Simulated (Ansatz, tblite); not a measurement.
**GeBr2H2 (GeH2Br2): rung by rung, part 1 of 2**

Aim: run the singlet of GeBr2H2 (GeH2Br2) at one geometry on many levels, and compare frontier levels, spin and run time.

Computed with Ansatz 0.2.0, Gaussian basis. Level: as each input shows.

The runs, in order: GFN1-xTB, GFN2-xTB, PBE-D4/def2-TZVP, r2SCAN-D4/def2-TZVP, HF/def2-TZVP, ωB97M-V/def2-TZVP, B3LYP-D4/def2-TZVP, CAM-B3LYP-D4/def2-TZVP, r2SCANh-D4/def2-TZVP, PBE-QIDH/def2-TZVP, ωB97X-V/def2-TZVP, PBE-D4/def2-SVP, PBE0-D4/def2-SVP, HF/6-31G, B3LYP-D4/6-31G, PBE0-D4/def2-TZVPD, PBE-D4/def2-TZVPD, r2SCAN-D4/def2-TZVPD, CCSD(T)/def2-TZVPP, MP2/def2-TZVP, RPA/def2-TZVP.

**1. The structure**

The singlet was relaxed beforehand with B3LYP-D4/def2-SVP.

5 atoms, charge 0, spin multiplicity 1.

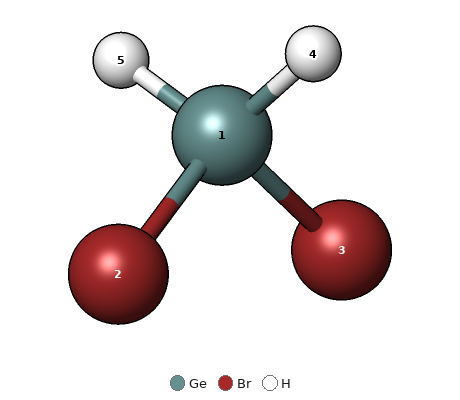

The geometry (germanium teal, bromine red, hydrogen white); atoms are numbered from 1 in the order of the file.

PBE0-D4/def2-TZVP was run before; its log isn't repeated, and its numbers join the tables.

**2. GFN1-xTB**

Tight binding, by tblite at 300 K electronic temperature and without a spin-polarisation term:

```python
tblite.interface.Calculator('GFN1-xTB', numbers, positions, charge=0, uhf=0).singlepoint()
```

Energy -288.9612 eV, HOMO -12.10 eV, LUMO -6.42 eV; 0.014 s.

**3. GFN2-xTB**

Tight binding, by tblite at 300 K electronic temperature and without a spin-polarisation term:

```python
tblite.interface.Calculator('GFN2-xTB', numbers, positions, charge=0, uhf=0).singlepoint()
```

Energy -305.0215 eV, HOMO -12.03 eV, LUMO -6.54 eV; 0.01 s.

**4. PBE-D4/def2-TZVP**

start.molden holds the orbitals of an earlier run on this state, given as this run's starting guess.

The input, in.yaml:

```yaml
crystal:
  periodic: [false, false, false]
  atoms:
    - {symbol: Ge, position_ang: [-0.168233, 0.000660, -0.117767]}
    - {symbol: Br, position_ang: [-0.158799, -0.021979, 2.202305]}
    - {symbol: Br, position_ang: [2.015520, 0.014892, -0.901498]}
    - {symbol: H, position_ang: [-0.848212, 1.297096, -0.578897]}
    - {symbol: H, position_ang: [-0.840276, -1.290678, -0.604144]}
basis:
  gaussian: {orbitals: def2-TZVP, initial_orbitals: start.molden}
hamiltonian: {xc: pbe, dispersion: d4}
scf: {omitted_lower_state_checks: [starts]}
output: {orbitals: {seedname: orbitals}}
```

Run with:

```sh
$ ansatz run in.yaml --threads 4 --pin off --events-out ev --progress --plain --max-ram 3916MiB
```

Log:

```text
Functional definition: PBE
  name "PBE"
  cite "Perdew, Burke & Ernzerhof, Phys. Rev. Lett. 77, 3865 (1996) doi:10.1103/PhysRevLett.77.3865"
  parent pbe
  parameter kappa = 0.804
  parameter beta = 0.06672455060314922
  exchange = pbe_x(kappa = kappa, mu = beta*pi^2/3)
  correlation = pbe_c(beta = beta)
these checks for a lower state are left out or cut short: starts
1198 factors; their error is unknown
mean field evaluation 1: about -196615.9696 eV, gradient 1.4e1 eV
mean field evaluation 2: about -196616.0889 eV, gradient 1.6e-1 eV
mean field evaluation 4: about -196616.0341 eV, gradient 1.7e-4 eV
mean field -196616.03413391 eV, -7225.5059832867 hartree, gradient 2.1e-5 eV, S^2 0.000000; 0 other end points of the search recorded, 0 dependent functions left out
reference -196616.03417078 eV, -7225.5059846417 hartree; 52, 52 occupied and 104, 104 virtual orbitals, 1198 factors
Total energy: -196616.16988865 eV, -7225.5109721814 hartree
Checks for a lower state left out: starts
```

Wall time 3.5 s (4 threads of Intel Xeon at 2.50GHz, shared host).

From the report: HOMO -7.23 eV, LUMO -2.36 eV.

**5. r2SCAN-D4/def2-TZVP**

in.yaml, as its differences from that of step 4:

```diff
@@ -10,3 +10,3 @@
   gaussian: {orbitals: def2-TZVP, initial_orbitals: start.molden}
-hamiltonian: {xc: pbe, dispersion: d4}
+hamiltonian: {xc: r2scan, dispersion: d4}
 scf: {omitted_lower_state_checks: [starts]}
```

Same command.

Log:

```text
Functional definition: r2SCAN
  name "r2SCAN"
  cite "Furness, Kaplan, Ning, Perdew & Sun, J. Phys. Chem. Lett. 11, 8208 (2020) doi:10.1021/acs.jpclett.0c02405"
  cite "Furness, Kaplan, Ning, Perdew & Sun, J. Phys. Chem. Lett. 11, 9248 (2020) doi:10.1021/acs.jpclett.0c03077"
  parent r2scan
  parameter k0 = 0.174
  parameter k1 = 0.065
  parameter a1 = 4.9479
  exchange = r2scan_x(k0 = k0, k1 = k1, a1 = a1)
  correlation = r2scan_c
these checks for a lower state are left out or cut short: starts
1198 factors; their error is unknown
mean field evaluation 1: about -196644.7495 eV, gradient 1.0e1 eV
mean field evaluation 2: about -196644.7945 eV, gradient 7.1e-2 eV
mean field evaluation 4: about -196644.7390 eV, gradient 5.2e-5 eV
mean field -196644.73898465 eV, -7226.5608670944 hartree, gradient 7.9e-5 eV, S^2 0.000000; 0 other end points of the search recorded, 0 dependent functions left out
reference -196644.73899432 eV, -7226.5608674500 hartree; 52, 52 occupied and 104, 104 virtual orbitals, 1198 factors
Total energy: -196644.76752579 eV, -7226.5619159621 hartree
Checks for a lower state left out: starts
```

It took 5.5 s on 4 threads of Intel Xeon at 2.50GHz, shared host.

Report: HOMO -7.58 eV, LUMO -2.14 eV.

**6. HF/def2-TZVP**

in.yaml, as its differences from that of step 5:

```diff
@@ -10,4 +10,4 @@
   gaussian: {orbitals: def2-TZVP, initial_orbitals: start.molden}
-hamiltonian: {xc: r2scan, dispersion: d4}
+hamiltonian: {xc: hf}
 scf: {omitted_lower_state_checks: [starts]}
-output: {orbitals: {seedname: orbitals}}
+output: {forces: true, orbitals: {seedname: orbitals}}
```

Same command.

Log, cut to the lines that bear on the results:

```text
Functional definition: HF
  name "HF"
  cite "Fock, Z. Phys. 61, 126 (1930) doi:10.1007/BF01340294"
  parent pbe
[...]
1081 factors; integrals over basis functions are off by at most 8.6e-4 eV
[...]
mean field -196505.81079396 eV, -7221.4553502554 hartree, gradient 2.5e-5 eV, S^2 0.000000; 0 other end points of the search recorded, 0 dependent functions left out
[...]
reference -196505.81079396 eV, -7221.4553502554 hartree; 52, 52 occupied and 104, 104 virtual orbitals, 1081 factors
Total energy: -196505.81079396 eV, -7221.4553502554 hartree
Atom 0 at    -0.168233     0.000660    -0.117767 Å, force     0.011301    -0.000284     0.007391 eV/Å
Atom 1 at    -0.158799    -0.021979     2.202305 Å, force     0.010198     0.002738    -0.271375 eV/Å
Atom 2 at     2.015520     0.014892    -0.901498 Å, force    -0.250674    -0.001637     0.102305 eV/Å
Atom 3 at    -0.848212     1.297096    -0.578897 Å, force     0.115352    -0.222343     0.078678 eV/Å
Atom 4 at    -0.840276    -1.290678    -0.604144 Å, force     0.113823     0.221527     0.083001 eV/Å
Dipole moment:    -0.343759     0.001330    -0.240690 e Å
Checks for a lower state left out: starts
```

It took 7.5 s on 4 threads of Intel Xeon at 2.50GHz, shared host.

From the report: HOMO -11.40 eV, LUMO 2.08 eV.

**7. ωB97M-V/def2-TZVP**

in.yaml, as its differences from that of step 6:

```diff
@@ -10,4 +10,4 @@
   gaussian: {orbitals: def2-TZVP, initial_orbitals: start.molden}
-hamiltonian: {xc: hf}
+hamiltonian: {xc: {name: wB97M-V}}
 scf: {omitted_lower_state_checks: [starts]}
-output: {forces: true, orbitals: {seedname: orbitals}}
+output: {orbitals: {seedname: orbitals}}
```

The command is unchanged.

Log, cut to the lines that bear on the results:

```text
Functional definition: wB97M-V
  name "wB97M-V"
  cite "Mardirossian & Head-Gordon, J. Chem. Phys. 144, 214110 (2016) doi:10.1063/1.4952647"
  cite "Becke, J. Chem. Phys. 107, 8554 (1997) doi:10.1063/1.475007"
  cite "Vydrov & Van Voorhis, J. Chem. Phys. 133, 244103 (2010) doi:10.1063/1.3521275"
  # Of w^i u^j: cxij and so on, Table III.
[...]
  gx(w, u) = 1 - cx + cx01*u + cx10*w
  gss(w, u) = css00 + css04*u^4 + css10*w + css20*w^2 + css43*w^4*u^3
  gos(w, u) = cos00 + cos10*w + (cos20 + cos21*u)*w^2 + (cos60 + cos61*u)*w^6
[...]
      + integral(e_c_pw_mod_opposite_spin*gos(b97_w_opposite, b97_u_opposite)) + vv10(b, c)
[...]
1290 factors; their error is unknown
201 factors; integrals over basis functions are off by at most 6.2e-5 eV
[...]
mean field -196634.65102975 eV, -7226.1901415899 hartree, gradient 2.3e-5 eV, S^2 0.000000; 0 other end points of the search recorded, 0 dependent functions left out
reference -196634.65106988 eV, -7226.1901430646 hartree; 52, 52 occupied and 104, 104 virtual orbitals, 1290 factors
Total energy: -196634.65106988 eV, -7226.1901430646 hartree
Checks for a lower state left out: starts
```

It took 12 s on 4 threads of Intel Xeon at 2.50GHz, shared host; peak memory 0.6 GiB.

Report: HOMO -10.69 eV, LUMO 0.45 eV.

**8. B3LYP-D4/def2-TZVP**

in.yaml, as its differences from that of step 7:

```diff
@@ -10,3 +10,3 @@
   gaussian: {orbitals: def2-TZVP, initial_orbitals: start.molden}
-hamiltonian: {xc: {name: wB97M-V}}
+hamiltonian: {xc: {name: B3LYP}, dispersion: d4}
 scf: {omitted_lower_state_checks: [starts]}
```

Launched as before.

Log, cut to the lines that bear on the results:

```text
Functional definition: B3LYP
  name "B3LYP"
  cite "Stephens, Devlin, Chabalowski & Frisch, J. Phys. Chem. 98, 11623 (1994) doi:10.1021/j100096a001"
  cite "Becke, Phys. Rev. A 38, 3098 (1988) doi:10.1103/PhysRevA.38.3098"
  cite "Lee, Yang & Parr, Phys. Rev. B 37, 785 (1988) doi:10.1103/PhysRevB.37.785"
  cite "Vosko, Wilk & Nusair, Can. J. Phys. 58, 1200 (1980) doi:10.1139/p80-159"
[...]
1303 factors; their error is unknown
[...]
mean field -196648.59131609 eV, -7226.7024376637 hartree, gradient 8.4e-6 eV, S^2 0.000000; 0 other end points of the search recorded, 0 dependent functions left out
reference -196648.59157001 eV, -7226.7024469949 hartree; 52, 52 occupied and 104, 104 virtual orbitals, 1303 factors
Total energy: -196648.81690341 eV, -7226.7107278449 hartree
Checks for a lower state left out: starts
```

Run time: 4.9 s. Hardware: 4 threads of Intel Xeon at 2.50GHz, shared host.

HOMO -8.24 eV, LUMO -1.76 eV.

**9. CAM-B3LYP-D4/def2-TZVP**

in.yaml, as its differences from that of step 8:

```diff
@@ -10,3 +10,3 @@
   gaussian: {orbitals: def2-TZVP, initial_orbitals: start.molden}
-hamiltonian: {xc: {name: B3LYP}, dispersion: d4}
+hamiltonian: {xc: {name: CAM-B3LYP}, dispersion: d4}
 scf: {omitted_lower_state_checks: [starts]}
```

Launched as before.

Log, cut to the lines that bear on the results:

```text
Functional definition: CAM-B3LYP
  name "CAM-B3LYP"
  cite "Yanai, Tew & Handy, Chem. Phys. Lett. 393, 51 (2004) doi:10.1016/j.cplett.2004.06.011"
  cite "Iikura, Tsuneda, Yanai & Hirao, J. Chem. Phys. 115, 3540 (2001) doi:10.1063/1.1383587"
  cite "Becke, Phys. Rev. A 38, 3098 (1988) doi:10.1103/PhysRevA.38.3098"
  cite "Lee, Yang & Parr, Phys. Rev. B 37, 785 (1988) doi:10.1103/PhysRevB.37.785"
  cite "Vosko, Wilk & Nusair, Can. J. Phys. 58, 1200 (1980) doi:10.1139/p80-159"
[...]
  # Exact exchange under (alpha + beta erf(omega r))/r, Becke's under what is left of 1/r.
[...]
1303 factors; their error is unknown
242 factors; integrals over basis functions are off by at most 3.8e-5 eV
[...]
mean field -196655.82768085 eV, -7226.9683691636 hartree, gradient 1.6e-5 eV, S^2 0.000000; 0 other end points of the search recorded, 0 dependent functions left out
reference -196655.82780455 eV, -7226.9683737094 hartree; 52, 52 occupied and 104, 104 virtual orbitals, 1303 factors
Total energy: -196655.95083112 eV, -7226.9728948524 hartree
Checks for a lower state left out: starts
```

It took 6.5 s on 4 threads of Intel Xeon at 2.50GHz, shared host; peak memory 0.55 GiB.

HOMO -9.80 eV, LUMO -0.49 eV.

**10. r2SCANh-D4/def2-TZVP**

in.yaml, as its differences from that of step 9:

```diff
@@ -10,3 +10,3 @@
   gaussian: {orbitals: def2-TZVP, initial_orbitals: start.molden}
-hamiltonian: {xc: {name: CAM-B3LYP}, dispersion: d4}
+hamiltonian: {xc: {name: r2SCANh}, dispersion: d4}
 scf: {omitted_lower_state_checks: [starts]}
```

Same command.

Log, cut to the lines that bear on the results:

```text
Functional definition: r2SCANh
  name "r2SCANh"
  cite "Bursch, Neugebauer, Ehlert & Grimme, J. Chem. Phys. 156, 134105 (2022) doi:10.1063/5.0086040"
  cite "Furness, Kaplan, Ning, Perdew & Sun, J. Phys. Chem. Lett. 11, 8208 (2020) doi:10.1021/acs.jpclett.0c02405"
  cite "Furness, Kaplan, Ning, Perdew & Sun, J. Phys. Chem. Lett. 11, 9248 (2020) doi:10.1021/acs.jpclett.0c03077"
  parent r2scan
[...]
1247 factors; their error is unknown
[...]
mean field -196644.50233970 eV, -7226.5521705530 hartree, gradient 7.0e-5 eV, S^2 0.000000; 0 other end points of the search recorded, 0 dependent functions left out
reference -196644.50234859 eV, -7226.5521708798 hartree; 52, 52 occupied and 104, 104 virtual orbitals, 1247 factors
Total energy: -196644.53437056 eV, -7226.5533476655 hartree
Checks for a lower state left out: starts
```

It took 7 s on 4 threads of Intel Xeon at 2.50GHz, shared host.

HOMO -8.04 eV, LUMO -1.82 eV.

**11. PBE-QIDH/def2-TZVP**

in.yaml, as its differences from that of step 10:

```diff
@@ -10,4 +10,3 @@
   gaussian: {orbitals: def2-TZVP, initial_orbitals: start.molden}
-hamiltonian: {xc: {name: r2SCANh}, dispersion: d4}
+hamiltonian: {xc: {name: PBE-QIDH}}
 scf: {omitted_lower_state_checks: [starts]}
-output: {orbitals: {seedname: orbitals}}
```

The command is unchanged.

Log, cut to the lines that bear on the results:

```text
Functional definition: PBE-QIDH
  name "PBE-QIDH"
  cite "Brémond, Sancho-García, Pérez-Jiménez & Adamo, J. Chem. Phys. 141, 031101 (2014) doi:10.1063/1.4890314"
  cite "Perdew, Burke & Ernzerhof, Phys. Rev. Lett. 77, 3865 (1996) doi:10.1103/PhysRevLett.77.3865"
[...]
1081 factors; integrals over basis functions are off by at most 8.6e-4 eV
[...]
mean field -196588.66955393 eV, -7224.5003535208 hartree, gradient 3.2e-6 eV, S^2 0.000000; 0 other end points of the search recorded, 0 dependent functions left out
27 core orbitals not correlated: weight in the atoms' cores, before any rotation towards them, 1.000 or more for the frozen orbitals, at most 0.000 for the correlated occupied ones
reference -196588.66956509 eV, -7224.5003539308 hartree; 25, 25 occupied and 104, 104 virtual orbitals, 1081 factors
second order -24.12574657 eV of doubles, -0.00000000 eV of singles
Total energy: -196596.71148061 eV, -7224.7958888753 hartree
Checks for a lower state left out: starts
```

Wall time 12 s (4 threads of Intel Xeon at 2.50GHz, shared host).

**12. ωB97X-V/def2-TZVP**

in.yaml, as its differences from that of step 11:

```diff
@@ -10,3 +10,4 @@
   gaussian: {orbitals: def2-TZVP, initial_orbitals: start.molden}
-hamiltonian: {xc: {name: PBE-QIDH}}
+hamiltonian: {xc: {name: wB97X-V}}
 scf: {omitted_lower_state_checks: [starts]}
+output: {orbitals: {seedname: orbitals}}
```

Same command.

Log, cut to the lines that bear on the results:

```text
Functional definition: wB97X-V
  name "wB97X-V"
  cite "Mardirossian & Head-Gordon, Phys. Chem. Chem. Phys. 16, 9904 (2014) doi:10.1039/C3CP54374A"
  cite "Becke, J. Chem. Phys. 107, 8554 (1997) doi:10.1063/1.475007"
  cite "Vydrov & Van Voorhis, J. Chem. Phys. 133, 244103 (2010) doi:10.1063/1.3521275"
[...]
      + integral(e_c_pw_opposite_spin*poly(b97_u_opposite, cos0, cos1)) + vv10(b, c)
[...]
1303 factors; their error is unknown
201 factors; integrals over basis functions are off by at most 6.2e-5 eV
[...]
mean field -196627.78039737 eV, -7225.9376505067 hartree, gradient 1.6e-5 eV, S^2 0.000000; 0 other end points of the search recorded, 0 dependent functions left out
reference -196627.78039571 eV, -7225.9376504459 hartree; 52, 52 occupied and 104, 104 virtual orbitals, 1303 factors
Total energy: -196627.78039571 eV, -7225.9376504459 hartree
Checks for a lower state left out: starts
```

Wall time 13 s (4 threads of Intel Xeon at 2.50GHz, shared host); peak memory 0.59 GiB.

From the report: HOMO -10.84 eV, LUMO 0.63 eV.

**13. PBE-D4/def2-SVP**

in.yaml, as its differences from that of step 12:

```diff
@@ -9,4 +9,4 @@
 basis:
-  gaussian: {orbitals: def2-TZVP, initial_orbitals: start.molden}
-hamiltonian: {xc: {name: wB97X-V}}
+  gaussian: {orbitals: def2-SVP, initial_orbitals: start.molden}
+hamiltonian: {xc: pbe, dispersion: d4}
 scf: {omitted_lower_state_checks: [starts]}
```

Launched as before.

Log:

```text
Functional definition: PBE
  name "PBE"
  cite "Perdew, Burke & Ernzerhof, Phys. Rev. Lett. 77, 3865 (1996) doi:10.1103/PhysRevLett.77.3865"
  parent pbe
  parameter kappa = 0.804
  parameter beta = 0.06672455060314922
  exchange = pbe_x(kappa = kappa, mu = beta*pi^2/3)
  correlation = pbe_c(beta = beta)
these checks for a lower state are left out or cut short: starts
1157 factors; their error is unknown
mean field evaluation 1: about -196591.7908 eV, gradient 1.2e1 eV
mean field evaluation 2: about -196591.9401 eV, gradient 1.5e-1 eV
mean field evaluation 4: about -196591.8068 eV, gradient 1.5e-4 eV
mean field -196591.80679145 eV, -7224.6156448732 hartree, gradient 1.7e-5 eV, S^2 0.000000; 0 other end points of the search recorded, 0 dependent functions left out
reference -196591.80682312 eV, -7224.6156460371 hartree; 52, 52 occupied and 54, 54 virtual orbitals, 1157 factors
Total energy: -196591.94254099 eV, -7224.6206335768 hartree
Checks for a lower state left out: starts
```

Wall time 2.8 s (4 threads of Intel Xeon at 2.50GHz, shared host).

Report: HOMO -7.06 eV, LUMO -2.13 eV.

**14. PBE0-D4/def2-SVP**

in.yaml, as its differences from that of step 13:

```diff
@@ -10,3 +10,3 @@
   gaussian: {orbitals: def2-SVP, initial_orbitals: start.molden}
-hamiltonian: {xc: pbe, dispersion: d4}
+hamiltonian: {xc: pbe0, dispersion: d4}
 scf: {omitted_lower_state_checks: [starts]}
```

Launched as before.

Log:

```text
Functional definition: PBE0
  name "PBE0"
  cite "Adamo & Barone, J. Chem. Phys. 110, 6158 (1999) doi:10.1063/1.478522"
  cite "Perdew, Burke & Ernzerhof, Phys. Rev. Lett. 77, 3865 (1996) doi:10.1103/PhysRevLett.77.3865"
  parent pbe
  parameter a = 0.25
  parameter kappa = 0.804
  parameter beta = 0.06672455060314922
  exchange = (1 - a)*pbe_x(kappa = kappa, mu = beta*pi^2/3) + a*exact_x
  correlation = pbe_c(beta = beta)
these checks for a lower state are left out or cut short: starts
1024 factors; integrals over basis functions are off by at most 1.2e-3 eV
mean field evaluation 1: about -196598.2094 eV, gradient 6.5e0 eV
mean field evaluation 2: about -196598.2502 eV, gradient 4.5e-2 eV
mean field evaluation 4: about -196598.2691 eV, gradient 9.4e-5 eV
mean field -196598.26905779 eV, -7224.8531287807 hartree, gradient 7.3e-6 eV, S^2 0.000000; 0 other end points of the search recorded, 0 dependent functions left out
reference -196598.26908164 eV, -7224.8531296571 hartree; 52, 52 occupied and 54, 54 virtual orbitals, 1024 factors
Total energy: -196598.38562299 eV, -7224.8574124728 hartree
Checks for a lower state left out: starts
```

Run time: 4.2 s. Hardware: 4 threads of Intel Xeon at 2.50GHz, shared host.

HOMO -8.39 eV, LUMO -1.25 eV.

**15. HF/6-31G**

in.yaml, as its differences from that of step 14:

```diff
@@ -9,4 +9,4 @@
 basis:
-  gaussian: {orbitals: def2-SVP, initial_orbitals: start.molden}
-hamiltonian: {xc: pbe0, dispersion: d4}
+  gaussian: {orbitals: 6-31G}
+hamiltonian: {xc: hf}
 scf: {omitted_lower_state_checks: [starts]}
```

Launched as before.

Log:

```text
Functional definition: HF
  name "HF"
  cite "Fock, Z. Phys. 61, 126 (1930) doi:10.1007/BF01340294"
  parent pbe
  exchange = exact_x
  correlation = 0
these checks for a lower state are left out or cut short: starts
842 factors; integrals over basis functions are off by at most 5.5e-4 eV
mean field evaluation 1: about -196474.5409 eV, gradient 1.7e1 eV
mean field evaluation 2: about -196474.5470 eV, gradient 1.7e1 eV
mean field evaluation 4: about -196475.6797 eV, gradient 1.7e0 eV
mean field evaluation 8: about -196475.6906 eV, gradient 9.6e-5 eV
mean field -196475.69062065 eV, -7220.3484543025 hartree, gradient 2.1e-5 eV, S^2 0.000000; 0 other end points of the search recorded, 0 dependent functions left out
reference -196475.69062065 eV, -7220.3484543025 hartree; 52, 52 occupied and 39, 39 virtual orbitals, 842 factors
Total energy: -196475.69062065 eV, -7220.3484543025 hartree
Checks for a lower state left out: starts
```

Wall time 2.6 s (4 threads of Intel Xeon at 2.50GHz, shared host).

HOMO -11.48 eV, LUMO 1.51 eV.

**16. B3LYP-D4/6-31G**

in.yaml, as its differences from that of step 15:

```diff
@@ -10,3 +10,3 @@
   gaussian: {orbitals: 6-31G}
-hamiltonian: {xc: hf}
+hamiltonian: {xc: {name: B3LYP}, dispersion: d4}
 scf: {omitted_lower_state_checks: [starts]}
```

The command is unchanged.

Log, cut to the lines that bear on the results:

```text
Functional definition: B3LYP
  name "B3LYP"
  cite "Stephens, Devlin, Chabalowski & Frisch, J. Phys. Chem. 98, 11623 (1994) doi:10.1021/j100096a001"
  cite "Becke, Phys. Rev. A 38, 3098 (1988) doi:10.1103/PhysRevA.38.3098"
  cite "Lee, Yang & Parr, Phys. Rev. B 37, 785 (1988) doi:10.1103/PhysRevB.37.785"
  cite "Vosko, Wilk & Nusair, Can. J. Phys. 58, 1200 (1980) doi:10.1139/p80-159"
[...]
842 factors; integrals over basis functions are off by at most 5.5e-4 eV
[...]
mean field -196618.18327850 eV, -7225.5849628936 hartree, gradient 6.3e-5 eV, S^2 0.000000; 0 other end points of the search recorded, 0 dependent functions left out
reference -196618.18351446 eV, -7225.5849715648 hartree; 52, 52 occupied and 39, 39 virtual orbitals, 842 factors
Total energy: -196618.40884786 eV, -7225.5932524148 hartree
Checks for a lower state left out: starts
```

It took 3 s on 4 threads of Intel Xeon at 2.50GHz, shared host.

From the report: HOMO -8.26 eV, LUMO -1.96 eV.

**17. PBE0-D4/def2-TZVPD**

in.yaml, as its differences from that of step 16:

```diff
@@ -9,4 +9,4 @@
 basis:
-  gaussian: {orbitals: 6-31G}
-hamiltonian: {xc: {name: B3LYP}, dispersion: d4}
+  gaussian: {orbitals: def2-TZVPD, initial_orbitals: start.molden}
+hamiltonian: {xc: pbe0, dispersion: d4}
 scf: {omitted_lower_state_checks: [starts]}
```

Same command.

Log:

```text
Functional definition: PBE0
  name "PBE0"
  cite "Adamo & Barone, J. Chem. Phys. 110, 6158 (1999) doi:10.1063/1.478522"
  cite "Perdew, Burke & Ernzerhof, Phys. Rev. Lett. 77, 3865 (1996) doi:10.1103/PhysRevLett.77.3865"
  parent pbe
  parameter a = 0.25
  parameter kappa = 0.804
  parameter beta = 0.06672455060314922
  exchange = (1 - a)*pbe_x(kappa = kappa, mu = beta*pi^2/3) + a*exact_x
  correlation = pbe_c(beta = beta)
these checks for a lower state are left out or cut short: starts
1472 factors; their error is unknown
mean field evaluation 1: about -196621.5956 eV, gradient 1.1e1 eV
mean field evaluation 2: about -196621.6346 eV, gradient 9.7e-2 eV
mean field evaluation 4: about -196622.4935 eV, gradient 3.6e-4 eV
mean field -196622.49351521 eV, -7225.7433611710 hartree, gradient 2.3e-5 eV, S^2 0.000000; 0 other end points of the search recorded, 0 dependent functions left out
reference -196622.49355739 eV, -7225.7433627211 hartree; 52, 52 occupied and 134, 134 virtual orbitals, 1472 factors
Total energy: -196622.61009874 eV, -7225.7476455368 hartree
Checks for a lower state left out: starts
```

It took 7 s on 4 threads of Intel Xeon at 2.50GHz, shared host; peak memory 0.7 GiB.

Report: HOMO -8.53 eV, LUMO -1.58 eV.

(Continued in part 2 of 2.)
